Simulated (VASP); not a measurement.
# A VASP study of BaTi2Bi2O (PBEsol): structure first, properties next, part 4 of 4

Aim: relax BaTi2Bi2O, then compute properties on the relaxed cell. The start is a computed cell from the Materials Project.

VASP 6.6.1; PBEsol, no spin polarisation; plane waves and PAW (Ba_sv, Ti_sv, Bi_d, O).

Still holding for the runs below: This run has no spin polarisation, although Ti can carry a moment.

So far. Step 5 (Band structure (PBEsol)): There is no gap at this level. Step 6 (Total and projected DOS (PBEsol)): The finer mesh and the other smearing move the Fermi level by +0.02 eV from the 7×7×3 run, a small shift, which tests the Fermi level alone. Of the states within 0.3 eV of the Fermi level, the largest shares in the PAW spheres are Ti d 55 % and Bi p 8 %. The rest lies in smaller channels or between the spheres. The relaxed cell has a = 4.057, c = 8.508 Å (conventional setting).

**7. Electric field gradients (PBEsol)**

Field gradients probe how far the charge around each nucleus departs from cubic symmetry; LASPH keeps the non-spherical terms inside the spheres.

Contents of INCAR:

```
SYSTEM = BaTi2Bi2O
PREC = Accurate
ENCUT = 520
EDIFF = 1E-07
NELM = 100
ISMEAR = 0
SIGMA = 0.05
LREAL = .FALSE.
ALGO = Normal
GGA = PS
NBANDS = 43
LASPH = .TRUE.
LORBIT = 11
LWAVE = .FALSE.
LCHARG = .FALSE.
KPAR = 4
LEFG = .TRUE.
```

Contents of POSCAR:

```
BaTi2Bi2O
1.0
    4.0570174679      0.0000000000      0.0000000000
    0.0000000000      4.0570174679      0.0000000000
    0.0000000000      0.0000000000      8.5078441849
Ba Ti Bi O
1 2 2 1
Direct
    0.5000000000      0.5000000000      0.5000000000
    0.0000000000      0.5000000000      0.0000000000
    0.5000000000      0.0000000000      0.0000000000
    0.0000000000      0.0000000000      0.2485024431
    0.0000000000      0.0000000000      0.7514975569
    0.5000000000      0.5000000000      0.0000000000
```

Contents of KPOINTS:

```
Automatic mesh
0
Gamma
7 7 3
0 0 0
```

PAW data sets: Ba_sv, Ti_sv, Bi_d and O (PBE family, release 64).

The run is started by

```
$ mpirun -np 4 vasp_std
```

The program printed:

```text
[... set-up lines as in an earlier step ...]
 entering main loop
       N       E                     dE             d eps       ncg     rms          rms(c)
[... 14 cycles as in an earlier step ...]
DAV:  15    -0.403889409139E+02   -0.38624E-06   -0.10528E-05  2608   0.216E-02    0.477E-03
DAV:  16    -0.403889404362E+02    0.47778E-06   -0.23075E-06  2224   0.789E-03    0.137E-03
DAV:  17    -0.403889403867E+02    0.49509E-07   -0.20656E-07  1520   0.274E-03
ion   1
     0.0000000    -0.0000000     0.0000000     0.2988521     0.0000000     0.0000000
     0.0000600    -0.0000000     0.0000000     0.2988521     0.0000000     0.0000000
     0.0000826    -0.0000000     0.0000000     0.2988521     0.0000000     0.0000000
     0.0001137    -0.0000000     0.0000000     0.2988521     0.0000000     0.0000000
     0.0001566    -0.0000000     0.0000000     0.2988520     0.0000000     0.0000000

     0.0000000    -0.0000000     0.0000000    28.8374437     0.0000000     0.0000000
     0.0000600    -0.0000000     0.0000000    28.8272569     0.0000000     0.0000000
     0.0000826    -0.0000000     0.0000000    28.8219122     0.0000000     0.0000000
     0.0001137    -0.0000000     0.0000000    28.8134522     0.0000000     0.0000000
     0.0001566    -0.0000000     0.0000000    28.8001159     0.0000000     0.0000000

ion   2
     0.0000000     0.0000000     0.0000000    -9.3049517    -0.0000000    -6.9280727
     0.0000422     0.0000000     0.0000000    -9.3049516    -0.0000000    -6.9280726
     0.0000581     0.0000000     0.0000000    -9.3049516    -0.0000000    -6.9280726
     0.0000800     0.0000000     0.0000000    -9.3049515    -0.0000000    -6.9280725
     0.0001102     0.0000000     0.0000000    -9.3049513    -0.0000000    -6.9280724

     0.0000000     0.0000000     0.0000000   -56.6700849    -0.0000000    14.8846900
     0.0000422     0.0000000     0.0000000   -56.6697663    -0.0000000    14.8842324
     0.0000581     0.0000000     0.0000000   -56.6695797    -0.0000000    14.8839583
     0.0000800     0.0000000     0.0000000   -56.6692731    -0.0000000    14.8835042
     0.0001102     0.0000000     0.0000000   -56.6687726    -0.0000000    14.8827565

ion   3
     0.0000000    -0.0000000    -0.0000000    -9.3049517    -0.0000000     6.9280727
     0.0000422    -0.0000000    -0.0000000    -9.3049516    -0.0000000     6.9280726
     0.0000581    -0.0000000    -0.0000000    -9.3049516    -0.0000000     6.9280726
     0.0000800    -0.0000000    -0.0000000    -9.3049515    -0.0000000     6.9280725
     0.0001102    -0.0000000    -0.0000000    -9.3049513    -0.0000000     6.9280724

     0.0000000     0.0000000    -0.0000000   -56.6700849    -0.0000000   -14.8846900
     0.0000422     0.0000000    -0.0000000   -56.6697663    -0.0000000   -14.8842324
     0.0000581     0.0000000    -0.0000000   -56.6695797    -0.0000000   -14.8839583
     0.0000800     0.0000000    -0.0000000   -56.6692731    -0.0000000   -14.8835042
     0.0001102     0.0000000    -0.0000000   -56.6687726    -0.0000000   -14.8827565

ion   4
     0.0000000     0.0000000     0.0000000    -0.9677460     0.0000000     0.0000000
     0.0000690     0.0000000     0.0000000    -0.9677460     0.0000000     0.0000000
     0.0000950     0.0000000     0.0000000    -0.9677459     0.0000000     0.0000000
     0.0001308     0.0000000     0.0000000    -0.9677459     0.0000000     0.0000000
     0.0001801     0.0000000     0.0000000    -0.9677458     0.0000000     0.0000000

     0.0000000     0.0000000    -0.0000000   128.0975139    -0.0000000    -0.0000000
     0.0000690     0.0000000    -0.0000000   127.8310183    -0.0000000    -0.0000000
     0.0000950     0.0000000    -0.0000000   127.7061118    -0.0000000    -0.0000000
     0.0001308     0.0000000    -0.0000000   127.5170514    -0.0000000    -0.0000000
     0.0001801     0.0000000    -0.0000000   127.2321423    -0.0000000    -0.0000000

ion   5
     0.0000000     0.0000000     0.0000000    -0.9677460     0.0000000    -0.0000000
     0.0000690     0.0000000     0.0000000    -0.9677460     0.0000000    -0.0000000
     0.0000950     0.0000000     0.0000000    -0.9677459     0.0000000    -0.0000000
     0.0001308     0.0000000     0.0000000    -0.9677459     0.0000000    -0.0000000
     0.0001801     0.0000000     0.0000000    -0.9677458     0.0000000    -0.0000000

     0.0000000     0.0000000    -0.0000000   128.0975139    -0.0000000    -0.0000000
     0.0000690     0.0000000    -0.0000000   127.8310183    -0.0000000    -0.0000000
     0.0000950     0.0000000    -0.0000000   127.7061118    -0.0000000    -0.0000000
     0.0001308     0.0000000    -0.0000000   127.5170514    -0.0000000    -0.0000000
     0.0001801     0.0000000    -0.0000000   127.2321423    -0.0000000    -0.0000000

ion   6
     0.0000000    -0.0000000     0.0000000    -0.4522908     0.0000000     0.0000000
     0.0000293    -0.0000000     0.0000000    -0.4522908     0.0000000     0.0000000
     0.0000403    -0.0000000     0.0000000    -0.4522908     0.0000000     0.0000000
     0.0000555    -0.0000000     0.0000000    -0.4522908     0.0000000     0.0000000
     0.0000765    -0.0000000     0.0000000    -0.4522909     0.0000000     0.0000000

     0.0000000    -0.0000000     0.0000000     4.1008757     0.0000000     0.0000000
     0.0000293    -0.0000000     0.0000000     4.1008740     0.0000000     0.0000000
     0.0000403    -0.0000000     0.0000000     4.1008728     0.0000000     0.0000000
     0.0000555    -0.0000000     0.0000000     4.1008708     0.0000000     0.0000000
     0.0000765    -0.0000000     0.0000000     4.1008675     0.0000000     0.0000000

   1 F= -.40388940E+02 E0= -.40386593E+02  d E =-.469506E-02
```

Elapsed: 36 s, on 4 MPI ranks of Intel Xeon Platinum 8124M at 3.00GHz (Skylake/Cascade Lake), shared host; peak memory 1.2 GiB; 2.4 min of CPU time.

OUTCAR, selected parts (step 7):

```text
   NELECT =      70.0000    total number of electrons

 E-fermi :   6.9206

 k-point     1 :       0.0000    0.0000    0.0000
  band No.  band energies     occupation
    ...
     31       5.0346      2.00000
     32       5.3783      2.00000
     33       5.6141      2.00000
     34       6.6137      2.00000
     35       6.8384      1.97990
     36       7.2687      0.00000
     37       7.2687      0.00000
     38       7.7692      0.00000
     39       8.1048      0.00000
     40       8.1048      0.00000
    ...

  Total       -0.0101187     -0.0101187     -0.0185061      0.0000000      0.0000000      0.0000000
  in kB       -0.1157715     -0.1157715     -0.2117344      0.0000000      0.0000000      0.0000000
  external PRESSURE =      -0.1477591 kB  Pullay stress =       0.0000000 kB

 POSITION                                       TOTAL-FORCE (eV/Angst)
 -----------------------------------------------------------------------------------
      2.02851      2.02851      4.25392        -0.000000      0.000000      0.000000
      0.00000      2.02851      0.00000        -0.000000      0.000000      0.000000
      2.02851      0.00000      0.00000        -0.000000      0.000000      0.000000
      0.00000      0.00000      2.11422        -0.000000      0.000000      0.000422
      0.00000      0.00000      6.39362         0.000000     -0.000000     -0.000422
      2.02851      2.02851      0.00000        -0.000000      0.000000      0.000000
 -----------------------------------------------------------------------------------
    total drift:                                0.000000     -0.000000      0.000000

  FREE ENERGIE OF THE ION-ELECTRON SYSTEM (eV)
  ---------------------------------------------------
  free  energy   TOTEN  =       -40.3889403867 eV

  energy  without entropy=      -40.3842453296  energy(sigma->0) =      -40.38659286

 Electric field gradients after diagonalization (V/A^2)
 (convention: |V_zz| > |V_xx| > |V_yy|)
----------------------------------------------------------------------
 ion       V_xx      V_yy      V_zz     asymmetry (V_yy - V_xx)/ V_zz
----------------------------------------------------------------------
   1      18.369    18.369   -36.737       0.000
   2     -49.946   -18.747    68.693       0.454
   3     -49.946   -18.747    68.693       0.454
   4      80.775    80.775  -161.550       0.000
   5      80.775    80.775  -161.550       0.000
   6       4.504     4.504    -9.008       0.000
----------------------------------------------------------------------

[... 8 parts as in an earlier step ...]

[... 9 further parts left out ...]
```

Numbers from this step:

```yaml
electronic_steps: 17
bands: 43
irreducible_k_points: 20
free_energy_toten: -40.39 eV
fermi_energy: 6.921 eV
pressure: -0.01478 GPa
```

Electric field gradients, by row:

```tsv
atom	Vxx (V/Å²)	Vyy (V/Å²)	Vzz (V/Å²)	asymmetry
Ba1	18.37	18.37	-36.74	0
Ti2	-49.95	-18.75	68.69	0.454
Ti3	-49.95	-18.75	68.69	0.454
Bi4	80.78	80.78	-161.6	0
Bi5	80.78	80.78	-161.6	0
O6	4.504	4.504	-9.008	0
```

The largest gradient, -161.55 V/Å², sits on Bi4 and like sites; times the quadrupole moment of a nucleus that has one, it gives the coupling that NMR and NQR see.

**8. Independent-particle dielectric function (PBEsol)**

LOPTICS sums transitions from filled to empty bands. The mesh is finer than in the run before. NBANDS is raised for it.

Contents of INCAR:

```
SYSTEM = BaTi2Bi2O
PREC = Accurate
ENCUT = 520
EDIFF = 1E-06
NELM = 100
ISMEAR = 0
SIGMA = 0.05
LREAL = .FALSE.
ALGO = Normal
GGA = PS
NBANDS = 83
LASPH = .TRUE.
LORBIT = 11
LWAVE = .FALSE.
LCHARG = .FALSE.
KPAR = 4
LOPTICS = .TRUE.
NEDOS = 1500
CSHIFT = 0.1
```

POSCAR is that of step 7.

Contents of KPOINTS:

```
Automatic mesh
0
Gamma
10 10 5
0 0 0
```

The run is started by

```
$ mpirun -np 4 vasp_std
```

The program printed:

```text
[... set-up lines as in an earlier step ...]
 entering main loop
       N       E                     dE             d eps       ncg     rms          rms(c)
DAV:   1     0.931765180403E+03    0.93177E+03   -0.28900E+04 10570   0.991E+02
DAV:   2     0.101620633685E+03   -0.83014E+03   -0.76108E+03 10458   0.335E+02
DAV:   3    -0.334917871248E+02   -0.13511E+03   -0.12964E+03 12207   0.131E+02
DAV:   4    -0.455936347747E+02   -0.12102E+02   -0.11684E+02 16852   0.333E+01
DAV:   5    -0.461355767934E+02   -0.54194E+00   -0.54128E+00 13020   0.625E+00    0.189E+01
DAV:   6    -0.438203555501E+02    0.23152E+01   -0.26973E+01 14697   0.202E+01    0.134E+01
DAV:   7    -0.407970155966E+02    0.30233E+01   -0.13428E+01 12965   0.133E+01    0.688E+00
DAV:   8    -0.404192949301E+02    0.37772E+00   -0.91750E-01 13772   0.369E+00    0.244E+00
DAV:   9    -0.404047038342E+02    0.14591E-01   -0.19980E-01 14078   0.191E+00    0.137E+00
DAV:  10    -0.403851002423E+02    0.19604E-01   -0.52821E-02 12932   0.113E+00    0.519E-01
DAV:  11    -0.403862492046E+02   -0.11490E-02   -0.77486E-03 12220   0.294E-01    0.162E-01
DAV:  12    -0.403859770926E+02    0.27211E-03   -0.10550E-03 12876   0.107E-01    0.459E-02
DAV:  13    -0.403860200274E+02   -0.42935E-04   -0.12554E-04 13484   0.466E-02    0.273E-02
DAV:  14    -0.403860164334E+02    0.35940E-05   -0.32690E-05 12932   0.261E-02    0.768E-03
DAV:  15    -0.403860164728E+02   -0.39432E-07   -0.39517E-06 11716   0.102E-02
   1 F= -.40386016E+02 E0= -.40383709E+02  d E =-.461526E-02
 optical routines
 imaginary and real dielectric function
 recalculating local potential from charge density
 direction            1
 direction            2
 direction            3
```

Elapsed: 2.8 min, on 4 MPI ranks; peak memory 5.3 GiB; 11 min of CPU time.

Parts of OUTCAR (step 8):

```text
   k-points           NKPTS =     63   k-points in BZ     NKDIM =     63   number of bands    NBANDS=     83

   NELECT =      70.0000    total number of electrons

 E-fermi :   6.9323

 k-point     1 :       0.0000    0.0000    0.0000
  band No.  band energies     occupation
    ...
     31       5.0349      2.00000
     32       5.3704      2.00000
     33       5.6085      2.00000
     34       6.6137      2.00000
     35       6.8341      1.99453
     36       7.2739      0.00000
     37       7.2739      0.00000
     38       7.7662      0.00000
     39       8.1017      0.00000
     40       8.1017      0.00000
    ...

  Total        0.1055652      0.1055652     -0.1843179      0.0000000      0.0000000      0.0000000
  in kB        1.2078081      1.2078081     -2.1088461      0.0000000      0.0000000      0.0000000
  external PRESSURE =       0.1022567 kB  Pullay stress =       0.0000000 kB

 POSITION                                       TOTAL-FORCE (eV/Angst)
 -----------------------------------------------------------------------------------
      2.02851      2.02851      4.25392        -0.000000      0.000000      0.000000
      0.00000      2.02851      0.00000        -0.000000      0.000000      0.000000
      2.02851      0.00000      0.00000        -0.000000      0.000000      0.000000
      0.00000      0.00000      2.11422         0.000000      0.000000      0.007864
      0.00000      0.00000      6.39362        -0.000000      0.000000     -0.007864
      2.02851      2.02851      0.00000        -0.000000      0.000000      0.000000
 -----------------------------------------------------------------------------------
    total drift:                                0.000000     -0.000000      0.000000

  FREE ENERGIE OF THE ION-ELECTRON SYSTEM (eV)
  ---------------------------------------------------
  free  energy   TOTEN  =       -40.3860164728 eV

  energy  without entropy=      -40.3814012130  energy(sigma->0) =      -40.38370884

 plasma frequency squared (from intraband transitions) (eV^2)
  --------------------------------------------------------------------------------------
       5.087       0.000       0.000
       0.000       5.087       0.000
       0.000       0.000       5.493

[... 7 parts as in an earlier step ...]

[... 9 further parts left out ...]
```

These are independent-particle spectra without excitons or local fields, and fine structure depends on the mesh and on CSHIFT. The intraband (Drude) part is not in this spectrum.

This step gave:

- electronic steps: 15
- bands: 83
- irreducible k points: 63
- energy at zero smearing: -40.38 eV
- Fermi energy: 6.932 eV
- pressure: 0.01023 GPa

The imaginary dielectric function has structure finer than the step of the table below, so its rows give means over 2 eV, whole bins alone (the curve runs from 0 to 25.0 eV). Peaks (eV: height): xx 0.1: 112; zz 2.0: 17.0, 3.2: 22.5.

The imaginary dielectric function by photon energy; means over each step:

```tsv
photon energy (eV)	xx	zz
2	15.5	13.7
4	9.58	14.7
6	4.63	3.99
8	3.07	2.10
10	1.99	1.20
12	1.39	0.922
14	1.20	0.714
16	1.09	1.39
18	0.923	1.15
20	0.475	0.481
22	0.338	0.330
```

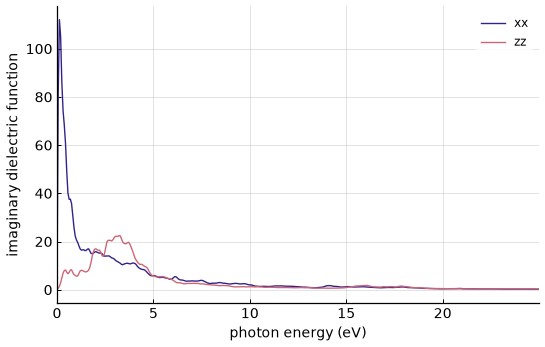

Imaginary dielectric function against photon energy.

Table of real dielectric function by photon energy:

```tsv
photon energy (eV)	xx	zz
0	209	24.8
2	5.84	16.8
4	-0.965	-6.88
6	-0.361	-3.78
8	-0.756	-1.38
10	-1.00	-0.328
12	-0.225	0.0561
14	0.563	0.565
16	-0.0349	0.523
18	-0.0604	-0.0729
20	0.184	0.124
22	0.335	0.449
24	0.472	0.483
```

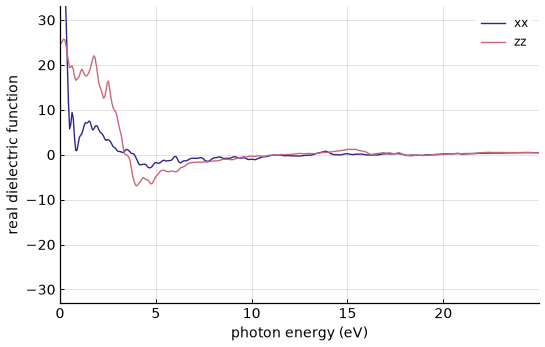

Real dielectric function against photon energy. Below 1 eV the curve runs off the scale.

**9. Outcome**

```yaml
relaxed_volume: 23.34 Å³/atom
relaxed_conventional_cell_a_b_c: 4.057, 4.057, 8.508 Å
space_group_after_relaxing_within_0p02_a: P4/mmm (No. 123)
band_gap: none, a metal
dos_at_the_fermi_level: 3.15 states/eV/cell
largest_field_gradient_vzz: -161.55 V/Å² on Bi4
```

**Reading.** With PBEsol, BaTi2Bi2O relaxes to 23.34 Å³/atom in space group P4/mmm (held by the symmetry of the run) and comes out as a metal. Band structure (PBEsol): Of the bands kept, 3 cross the Fermi level on this path. Spin-orbit coupling is left out, and with elements this heavy it would split and shift bands near the Fermi level. The k-sampling is coarse for a metal, so the Fermi level, pressures and the shape of the cell carry errors. Magnetism was not tested. No search among competing phases was made, and a listed structure need not be the one stable at ambient conditions. All values are for a static lattice at zero temperature.

[Lines on the potential files, build, host, timing and source positions are cut from VASP's logs without a mark.]

[Logs are printed without paths, hosts, clocks, repeated set-up lines and the standing remarks that a program may print on its own settings, such as how far it seeks lower states.]

[Hosts, paths, dates, database ids (printed as entryN), source tags and the programs' standing remarks are cut or masked in the printed files.]

[A measured line is paired with the nearest computed mode of its activity, which favours agreement.]
